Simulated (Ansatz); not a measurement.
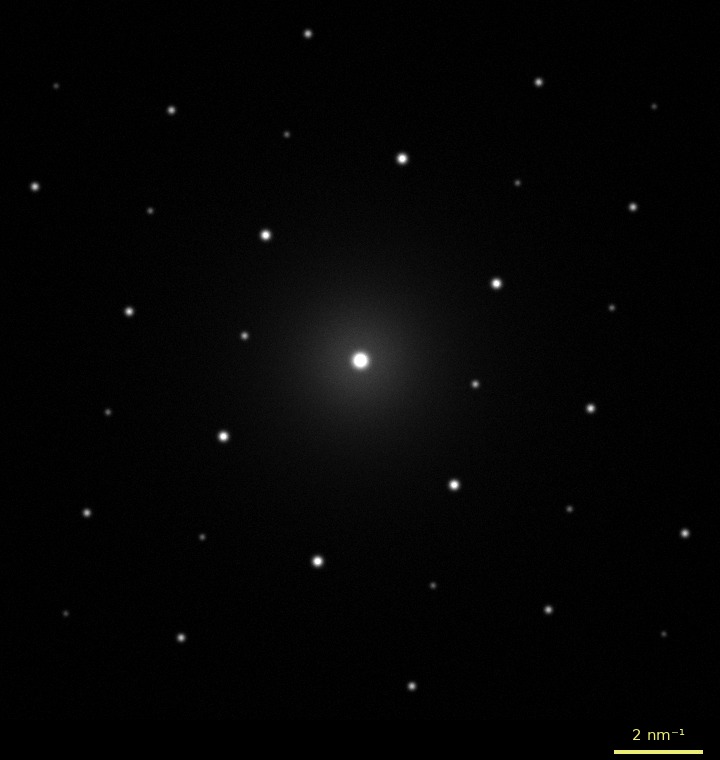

Computed electron diffraction pattern, 120 kV, single scattering only, B = 0.5 Å².

**Read the repeat vectors of the pattern off the scale bar.**

The spots form a rectangular net whose two shortest vectors correspond to d = 4.24 Å and 3.70 Å, 90.0° apart.

**What is the point symmetry of the pattern, intensities included?**

2mm. A zero-layer kinematic pattern is always centrosymmetric (Friedel's law).

**Which crystal and zone produced it?**

This cannot be fixed from one zone alone; the pattern is [101] of AlAs₂, space group P4/nmm (No. 129), a = 4.244 Å, c = 7.574 Å. The net vectors are 0 1 0 (itself extinct) and 1 0 -1. Structure: the geometry relaxed with Ansatz, DFT PBE, scalar-relativistic, plane waves, PAW; the starting structure was generated, so it need not be a known form of this composition.
